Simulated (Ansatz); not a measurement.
# BO$_{2}$: one change and its effect

System: BO$_{2}$, multiplicity 2.
Method of the first run: UKS wB97M-V/def2-TZVPPD (Ansatz 0.2.0).

The geometry comes from this level: PBE0-D4/def2-TZVPPD. Text and figures count atoms from 1; the logs count them from 0 in places.

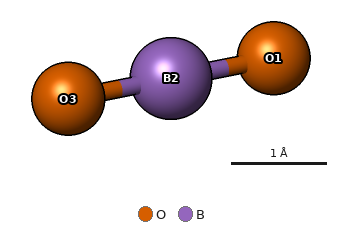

**Figure 1.** The structure (ball-and-stick view, seen at a tilt; atoms are numbered from 1 in the order of the input). Bond lengths as drawn: B–O 1.26 Å.

### Input file, the first run
```yaml
crystal:
  periodic: [false, false, false]
  atoms:
    - { symbol: O, position_ang: [0.0, 0.0, -1.25967394] }
    - { symbol: B, position_ang: [0.0, 0.0, 0.0] }
    - { symbol: O, position_ang: [0.0, 0.0, 1.25967394] }
magnetization:
  spin_polarized: true
  initial_magnetization: 1
basis:
  gaussian: { orbitals: def2-TZVPPD.json }
hamiltonian:
  xc: { name: wB97M-V }
```

Launched with:
```bash
ansatz run input.yaml --threads 2 --pin off --max-ram 5120MiB --backend cpu --events-out ev --progress --plain --runs-dir out
```

Hardware: 2 threads of Intel Xeon (Sapphire Rapids), 64 GiB of memory available, shared host.

### Output (the first run)
```
Engine: ansatz 0.2.0, x86_64-unknown-linux-gnu
Functional definition: wB97M-V
  parameter omega = 0.3/bohr
  parameter cx = 0.15
  parameter cx01 = 1.007
  parameter cx10 = 0.259
  parameter css00 = 0.443
  parameter css04 = -1.437
  parameter css10 = -4.535
  parameter css20 = -3.390
  parameter css43 = 4.278
  parameter cos00 = 1.000
  parameter cos10 = 1.358
  parameter cos20 = 2.924
  parameter cos21 = -8.812
  parameter cos60 = -1.390
  parameter cos61 = 9.142
  parameter b = 6.0
  parameter c = 0.01
  gx(w, u) = 1 - cx + cx01*u + cx10*w
  gss(w, u) = css00 + css04*u^4 + css10*w + css20*w^2 + css43*w^4*u^3
  gos(w, u) = cos00 + cos10*w + (cos20 + cos21*u)*w^2 + (cos60 + cos61*u)*w^6
  exchange = spin_sum(e_x_unif_sr(omega)*gx(b97_w, b97_u_x)) + cx*exact_x_sr(omega) + exact_x_lr(omega)
  correlation = spin_sum(e_c_pw_mod_same_spin*gss(b97_w, b97_u_same))
      + integral(e_c_pw_mod_opposite_spin*gos(b97_w_opposite, b97_u_opposite)) + vv10(b, c)
533 factors; their error is unknown
165 factors; integrals over basis functions are off by at most 3.3e-5 eV
mean field evaluation 1: about -4767.5166 eV, gradient 3.1e1 eV
mean field evaluation 2: about -4767.3753 eV, gradient 3.4e1 eV
mean field evaluation 4: about -4770.8377 eV, gradient 5.9e-1 eV
mean field evaluation 8: about -4770.8530 eV, gradient 1.0e-1 eV
mean field evaluation 16: about -4770.8531 eV, gradient 1.5e-5 eV
mean field -4770.85311368 eV, -175.3256181274 hartree, gradient 1.5e-5 eV, S^2 0.780235; 0 other end points of the search recorded, 0 dependent functions left out
reference -4770.85317559 eV, -175.3256204024 hartree; 11, 10 occupied and 106, 107 virtual orbitals, 533 factors
Total energy: -4770.85317559 eV, -175.3256204024 hartree
```

The second run used a changed input.

### The two runs side by side

```csv
quantity,the first run,the second run
outcome,converged,converged
total energy (hartree),−175.325620,−174.032351
⟨S²⟩,0.780,0.756
basis functions,117,117
wall time (shared host),3.5 s,0.97 s
```

What was changed in the input?

The change (lines with − go, lines with + come):
```diff
-  xc: { name: wB97M-V }
+  xc: lda
```

The total energies belong to different methods, so their difference says nothing on which is more stable or more accurate. The functional changes from wB97M-V to LDA.

### Output (the second run)
```
Engine: ansatz 0.2.0, x86_64-unknown-linux-gnu
Functional definition: SPW92
  exchange = slater_x
  correlation = pw_c
533 factors; their error is unknown
mean field evaluation 1: about -4730.7395 eV, gradient 3.9e1 eV
mean field evaluation 2: about -4715.9849 eV, gradient 7.5e1 eV
mean field evaluation 4: about -4735.5677 eV, gradient 5.5e0 eV
mean field evaluation 8: about -4735.6418 eV, gradient 2.7e0 eV
mean field evaluation 16: about -4735.6615 eV, gradient 6.8e-4 eV
mean field evaluation 32: about -4735.6615 eV, gradient 1.1e-3 eV
mean field -4735.66145750 eV, -174.0323486165 hartree, gradient 1.8e-5 eV, S^2 0.755735; 2 other end points of the search recorded, 0 dependent functions left out
reference -4735.66151005 eV, -174.0323505477 hartree; 11, 10 occupied and 106, 107 virtual orbitals, 533 factors
Total energy: -4735.66151005 eV, -174.0323505477 hartree
```
